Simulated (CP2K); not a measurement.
**CH8B2GeO (SMILES B[BH][GeH2][O]C) at GFN2-xTB**

What is the vertical ionisation energy of CH8B2GeO at GFN2-xTB? 

The calculation is run with CP2K 2026.2.

4 further runs of the same task are left out: 3 that didn't finish, 1 set aside as unsound or not needed.

### 1 The system as given

CH8B2GeO: 13 atoms, total charge 0, spin state singlet. SMILES: `B[BH][GeH2][O]C`. Geometry: a GFN2-xTB relaxation, a rough one for these elements and not checked as a minimum. This is one conformer, not always the lowest.

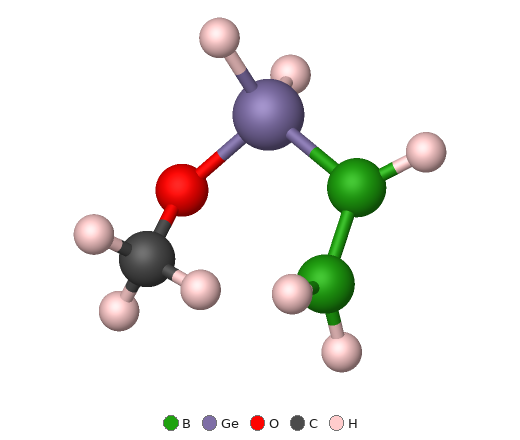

The structure, seen from a chosen angle (boron green, germanium purple, oxygen red, carbon dark grey, hydrogen pink).

### 2 Energy and gradient at GFN2-xTB

molecule.pdb reads:

```
HETATM    1 B    MOL A   1      -1.317  -0.707   1.064  1.00  0.00           B
HETATM    2 B    MOL A   1      -0.500   0.600   1.494  1.00  0.00           B
HETATM    3 Ge   MOL A   1       0.928   1.314   0.228  1.00  0.00          GE
HETATM    4 O    MOL A   1       1.328   0.009  -0.935  1.00  0.00           O
HETATM    5 C    MOL A   1       0.369  -0.852  -1.458  1.00  0.00           C
HETATM    6 H    MOL A   1      -1.011  -1.790   1.412  1.00  0.00           H
HETATM    7 H    MOL A   1      -2.348  -0.661   0.496  1.00  0.00           H
HETATM    8 H    MOL A   1      -0.646   1.228   2.470  1.00  0.00           H
HETATM    9 H    MOL A   1       0.522   2.525  -0.619  1.00  0.00           H
HETATM   10 H    MOL A   1       2.349   1.624   0.634  1.00  0.00           H
HETATM   11 H    MOL A   1      -0.394  -1.105  -0.696  1.00  0.00           H
HETATM   12 H    MOL A   1      -0.147  -0.413  -2.318  1.00  0.00           H
HETATM   13 H    MOL A   1       0.866  -1.773  -1.772  1.00  0.00           H
END
```

molecule.inp reads:

```
&GLOBAL
  PROJECT molecule
  RUN_TYPE ENERGY_FORCE
  PRINT_LEVEL MEDIUM
&END
&FORCE_EVAL
  METHOD QUICKSTEP
  &DFT
    CHARGE 0
    MULTIPLICITY 1
    ! Quickstep
    &QS
      METHOD XTB
      EPS_DEFAULT 1.0E-10
      &XTB
        GFN_TYPE TBLITE
        &TBLITE
          METHOD GFN2
        &END
        CHECK_ATOMIC_CHARGES F
      &END
    &END
    ! no periodic images
    &POISSON
      PERIODIC NONE
      POISSON_SOLVER ANALYTIC
    &END
    &SCF
      SCF_GUESS ATOMIC
      EPS_SCF 1.0E-07
      MAX_SCF 150
      ADDED_MOS 4
      &DIAGONALIZATION
        ALGORITHM STANDARD
      &END
      &MIXING
        METHOD DIRECT_P_MIXING
        ALPHA 0.4
      &END
    &END
    &PRINT
      &MOMENTS
        PERIODIC F
        REFERENCE COM
        MAX_MOMENT 1
      &END
      &MO ON
        ENERGIES T
        OCCUPATION_NUMBERS T
        NDIGITS 6
        &EACH
          QS_SCF 0
        &END
        ADD_LAST NUMERIC
      &END
      &HIRSHFELD OFF
      &END
    &END
  &END
  ! atoms, cell and kinds
  &SUBSYS
    ! box in angstrom
    &CELL
      ABC [angstrom] 14.7 14.3 14.8
      PERIODIC NONE
    &END
    &TOPOLOGY
      COORD_FILE_NAME molecule.pdb
      COORD_FILE_FORMAT PDB
      CONN_FILE_FORMAT OFF
      &CENTER_COORDINATES
      &END
    &END
  &END
  &PRINT
    &FORCES ON
    &END
  &END
&END
```

Command:

```
$ OMP_NUM_THREADS=1 cp2k.psmp -i molecule.inp > molecule.out 2>&1
```

Log (excerpt; [...] marks lines left out):

```text
CP2K| version string:                                       CP2K version 2026.2
[...]
 GLOBAL| Method name                                                        CP2K
[...]
 GLOBAL| Run type                                                   ENERGY_FORCE
[...]
                             - Atoms:                                         13
[...]
                             - Spherical basis functions:                     33
[...]
 Number of electrons:                                                         28
[...]
  *** SCF run converged in    22 steps ***
[...]
  Fermi energy:                                                -0.31422924940327
[...]
 TB_DIPOLE| Moment [Debye]         -1.41258614       0.20671442       1.10025423
 TB_DIPOLE| Derivative [a.u.]       0.00000000       0.00000000       0.00000000
[...]
 ENERGY| Total FORCE_EVAL ( QS ) energy [hartree]            -14.643891082839531
 FORCES| Atomic forces [hartree/bohr]
 FORCES|   Atom     x               y               z               |f|
 FORCES|      1 -3.26578675E-04 -6.56793643E-04 -7.09687237E-05   7.36931531E-04
 FORCES|      2  2.76804748E-04  4.21826055E-04  5.45791310E-05   5.07481006E-04
 FORCES|      3 -1.79512685E-04 -6.89791835E-05 -1.08441933E-04   2.20777229E-04
 FORCES|      4  1.82707523E-04  1.39628933E-04  9.53845108E-05   2.48950763E-04
 FORCES|      5 -2.80212978E-04  3.42928975E-05 -3.15150654E-05   2.84057240E-04
 FORCES|      6 -8.36908290E-05  2.73670629E-04 -7.49414424E-05   2.95831012E-04
 FORCES|      7  1.82965794E-04 -5.30129878E-06  9.56132063E-05   2.06510220E-04
 FORCES|      8  4.15497909E-07 -4.34174533E-05 -5.10338856E-05   6.70052637E-05
 FORCES|      9 -4.30401783E-06 -5.35899174E-05  3.52134969E-05   6.42681428E-05
 FORCES|     10  1.28827828E-04 -2.41570159E-06  2.91908221E-05   1.32115665E-04
 FORCES|     11  4.03384111E-05 -3.78058766E-05 -1.16720103E-04   1.29151284E-04
 FORCES|     12  6.29927651E-05 -2.73502392E-05  7.31492642E-05   1.00334136E-04
 FORCES|     13 -7.53381951E-07  2.62347990E-05  7.04907221E-05   7.52181771E-05
[...]
```

It took 0.53 s on 1 thread of Arm Neoverse N1, shared host; peak memory 0.14 GiB.

### 3 The doublet cation at the same level

molecule.pdb is that of step 2.

mol.inp reads:

```
&GLOBAL
  PROJECT mol
  RUN_TYPE ENERGY_FORCE
  PRINT_LEVEL MEDIUM
&END

&FORCE_EVAL
  METHOD QUICKSTEP
  &DFT
    CHARGE 1
    MULTIPLICITY 2
    UNRESTRICTED_KOHN_SHAM T
    &QS
      METHOD XTB
      EPS_DEFAULT 1.0E-10
      &XTB
        GFN_TYPE TBLITE
        &TBLITE
          METHOD GFN2
        &END
        CHECK_ATOMIC_CHARGES F
      &END
    &END
    # cluster boundary conditions
    &POISSON
      PERIODIC NONE
      POISSON_SOLVER ANALYTIC
    &END
    &SCF
      SCF_GUESS ATOMIC
      EPS_SCF 1.0E-07
      MAX_SCF 150
      ADDED_MOS 8
      &DIAGONALIZATION
        ALGORITHM STANDARD
      &END
      &MIXING
        METHOD DIRECT_P_MIXING
        ALPHA 0.4
      &END
    &END
    # extra output
    &PRINT
      &MOMENTS
        PERIODIC F
        REFERENCE COM
        MAX_MOMENT 1
      &END
      &MO ON
        ENERGIES T
        OCCUPATION_NUMBERS T
        NDIGITS 6
        &EACH
          QS_SCF 0
        &END
        ADD_LAST NUMERIC
      &END
      &HIRSHFELD OFF
      &END
    &END
  &END
  &SUBSYS
    # vacuum box
    &CELL
      ABC [angstrom] 14.7 14.3 14.8
      PERIODIC NONE
    &END
    &TOPOLOGY
      COORD_FILE_NAME molecule.pdb
      COORD_FILE_FORMAT PDB
      CONN_FILE_FORMAT OFF
      &CENTER_COORDINATES
      &END
    &END
  &END
  &PRINT
    &FORCES ON
    &END
  &END
&END
```

Command:

```
$ OMP_NUM_THREADS=1 cp2k.psmp -i mol.inp -o mol.out
```

Log (excerpt; [...] marks lines left out):

```text
CP2K| version string:                                       CP2K version 2026.2
[...]
 GLOBAL| Method name                                                        CP2K
[...]
 GLOBAL| Run type                                                   ENERGY_FORCE
[...]
                             - Atoms:                                         13
[...]
                             - Spherical basis functions:                     33
[...]
 Number of electrons:                                                         14
[...]
  *** SCF run converged in    55 steps ***
[...]
  Fermi energy:                                                -0.59230905387143
[...]
 TB_DIPOLE| Moment [Debye]         -3.83763502      -1.34101293       1.23381866
 TB_DIPOLE| Derivative [a.u.]       0.00000000       0.00000000       0.00000000
[...]
 ENERGY| Total FORCE_EVAL ( QS ) energy [hartree]            -14.155401147375230
 FORCES| Atomic forces [hartree/bohr]
 FORCES|   Atom     x               y               z               |f|
 FORCES|      1  1.96601426E-03 -4.59718617E-03 -6.76262087E-03   8.41025409E-03
 FORCES|      2 -8.16242745E-03 -9.93581151E-04  5.81541815E-03   1.00713213E-02
 FORCES|      3  2.09506468E-02  1.79202304E-03 -1.02527221E-02   2.33935730E-02
 FORCES|      4 -9.49449137E-03  4.86391386E-03  7.27979082E-03   1.29150447E-02
 FORCES|      5  1.97119532E-03 -4.32172772E-03 -1.76239888E-03   5.06645747E-03
 FORCES|      6  2.17272592E-05  3.43661724E-03  2.50886690E-03   4.25502330E-03
 FORCES|      7  9.51048996E-04  3.00059195E-03  4.07239996E-03   5.14708536E-03
 FORCES|      8 -3.32970440E-04 -1.04200468E-03 -1.23931576E-03   1.65304163E-03
 FORCES|      9 -7.92014640E-03 -1.45359088E-03  2.68725640E-05   8.05247587E-03
 FORCES|     10 -6.66437714E-04 -2.33167687E-03  3.92183289E-03   4.61103345E-03
 FORCES|     11 -6.26356231E-04  1.42655773E-03 -3.75277723E-05   1.55845995E-03
 FORCES|     12  6.34046351E-04  1.28686088E-04 -2.16790198E-03   2.26238235E-03
 FORCES|     13  7.08150676E-04  9.13775412E-05 -1.40269395E-03   1.57396873E-03
[...]
```

Wall time 0.79 s (1 thread of Arm Neoverse N1, shared host); peak memory 0.14 GiB.

### 4 Results

At GFN2-xTB:

```
                                                   quantity         value
                             singlet CH8B2GeO: total energy  -14.64389 Eh
singlet CH8B2GeO: dipole moment (from atomic charges alone)        1.80 D
                              singlet CH8B2GeO: HOMO energy     -10.51 eV
                              singlet CH8B2GeO: LUMO energy      -7.65 eV
                            singlet CH8B2GeO: HOMO–LUMO gap       2.85 eV
                 singlet CH8B2GeO: largest force on an atom    0.038 eV/Å
                               doublet cation: total energy  -14.15540 Eh
         doublet cation: HOMO energy (highest over α and β)     -16.22 eV
          doublet cation: LUMO energy (lowest over α and β)     -16.02 eV
                   doublet cation: largest force on an atom    1.203 eV/Å
         vertical ionisation energy (to the doublet cation)     13.292 eV
```

In words: The vertical ionisation energy comes to 13.29 eV (1283 kJ/mol). No empirical shift is applied, and without it xTB methods put this difference several eV too high. The dipole (singlet CH8B2GeO) comes from point charges on the atoms alone, without atomic dipoles, so it is partial.
